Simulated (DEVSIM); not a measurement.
Structure: abrupt Si p-n junction, at 300 K.

| layer (left to right) | material | thickness (μm) | Nd (cm⁻³) | Na (cm⁻³) | τn (s) | τp (s) |
|---|---|---|---|---|---|---|
| 1 | Si | 6.50 | - | 2.2e15 | 0.00033 | 0.00033 |
| 2 | Si | 1.80 | 1e15 | - | 0.00033 | 0.00033 |

Left contact: ohmic. Right contact: ohmic. Voltage is applied to the left contact. Recombination: SRH at mid-gap. Mobility is μmin + (μ − μmin)/(1 + (N/Nref)^α).

The device is made up for the run: typed textbook-type constants, with dimensions and the other settings drawn at random. Values at 300 K.

```csv
parameter,Si
gap (eV),1.124
affinity (eV),4.05
permittivity,11.7
Nc (cm⁻³),2.86e19
Nv (cm⁻³),3.1e19
μn (cm²/Vs),1417
μp (cm²/Vs),470
"μn,min",52
"μp,min",45
"Nref,n",9.7e16
"Nref,p",2.2e17
αn,0.68
αp,0.72
```

Simulated with DEVSIM: 1D drift-diffusion, Boltzmann statistics, complete ionisation; no tunnelling, impact ionisation, image-force lowering or self-heating.

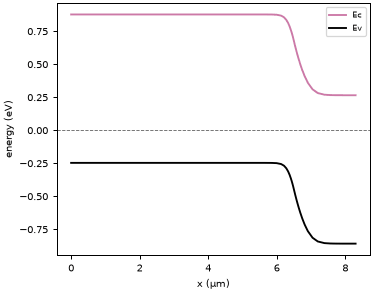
Figure: Band edges at zero bias

Energies count from the Fermi level of the right contact; mesh points crowd at the junctions.

```csv
x (μm),Ec (eV),Ev (eV),n (cm⁻³),p (cm⁻³),field (V/cm)
0.000,0.877,-0.247,53000,2.2e15,≈ 0
0.02804,0.877,-0.247,53000,2.2e15,≈ 0
0.08410,0.877,-0.247,53000,2.2e15,≈ 0
0.2096,0.877,-0.247,53000,2.2e15,≈ 0
0.6196,0.877,-0.247,53000,2.2e15,≈ 0
1.311,0.877,-0.247,53000,2.2e15,≈ 0
2.858,0.877,-0.247,53000,2.2e15,≈ 0
5.126,0.877,-0.247,53000,2.2e15,≈ 0
5.850,0.877,-0.247,54000,2.2e15,-45
6.212,0.855,-0.269,120000,9.5e14,-2200
6.374,0.787,-0.337,1700000,6.8e13,-6700
6.470,0.708,-0.416,3.7e7,3.2e12,-9900
6.499,0.677,-0.447,1.2e8,9.7e11,-11000
6.524,0.651,-0.473,3.4e8,3.4e11,-11000
6.601,0.574,-0.550,6.6e9,1.8e10,-9400
6.743,0.457,-0.667,6.1e11,1.9e8,-7200
7.044,0.310,-0.814,1.8e14,660000,-2700
7.566,0.266,-0.858,9.6e14,120000,-81
8.044,0.265,-0.859,1.0e15,120000,≈ 0
8.193,0.265,-0.859,1.0e15,120000,≈ 0
8.260,0.265,-0.859,1.0e15,120000,≈ 0
8.300,0.265,-0.859,1.0e15,120000,≈ 0
```
